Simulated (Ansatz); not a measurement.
Band structure of a (111) slab of SiNi3 (cut from a parent of space group no. 221; 20 atoms in the cell).

```
Ni3Si
1.0
    4.97635     0.00000     0.00000
    2.48818     4.30965     0.00000
    0.00000     0.00000    17.99910
Si Ni
5 15
Direct
  0.73077   0.73077   0.27779
  0.39744   0.39744   0.38890
  0.06410   0.06410   0.50000
  0.73077   0.73077   0.61110
  0.39744   0.39744   0.72221
  0.23077   0.23077   0.27779
  0.73077   0.23077   0.27779
  0.23077   0.73077   0.27779
  0.89744   0.89744   0.38890
  0.39744   0.89744   0.38890
  0.89744   0.39744   0.38890
  0.56410   0.56410   0.50000
  0.06410   0.56410   0.50000
  0.56410   0.06410   0.50000
  0.23077   0.23077   0.61110
  0.73077   0.23077   0.61110
  0.23077   0.73077   0.61110
  0.89744   0.89744   0.72221
  0.39744   0.89744   0.72221
  0.89744   0.39744   0.72221
```

Level of theory: LDA (PW92), PAW files made with PBE (plane waves; Ansatz, a quantum-chemistry and plane-wave program).

Settings: kpoints.mp_grid.grid = 6 6 1; hamiltonian.xc = lda; hamiltonian.pseudopotentials = {kind: paw} (the program's default PAW files); scf.occupations.method = gaussian; scf.occupations.width = 0.0073 Ry; kpoints.band_path.path = [[0.0, 0.0, 0.0], [0.0, -0.5, 0.0], [0.33333333, -0.33333333, 0.0], [0.0, 0.0, 0.0]]; kpoints.band_path.npoints = 10.

The starting cell comes from a database of computed structures (which also holds hypothetical and non-ambient phases and stackings), without a prior relaxation at this level. The slab is cut from that crystal, and its faces are unrelaxed. Its lattice was rescaled in the plane by a random factor within 2.5 % of one. Spin polarisation is off.

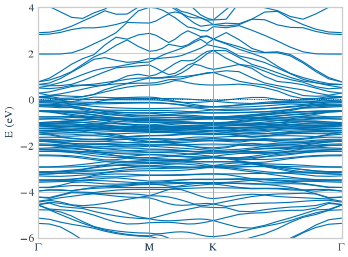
Fig. 1. Bands along the path, energies from the Fermi level.

Levels in eV from the Fermi level, bands 142 to 149:
| point | 142 | 143 | 144 | 145 | 146 | 147 | 148 | 149 |
|---|---|---|---|---|---|---|---|---|
| Γ | -0.11 | -0.11 | -0.04 | 0.08 | 0.09 | 0.11 | 0.11 | 0.27 |
| M | -0.16 | -0.13 | -0.02 | 0.03 | 0.10 | 0.62 | 0.70 | 0.93 |
| K | -0.33 | -0.32 | -0.32 | -0.08 | -0.08 | 0.62 | 1.17 | 1.17 |

Bands cross the Fermi level along this path, so the cell is metallic at this level.

Keys are those of Ansatz 0.2.
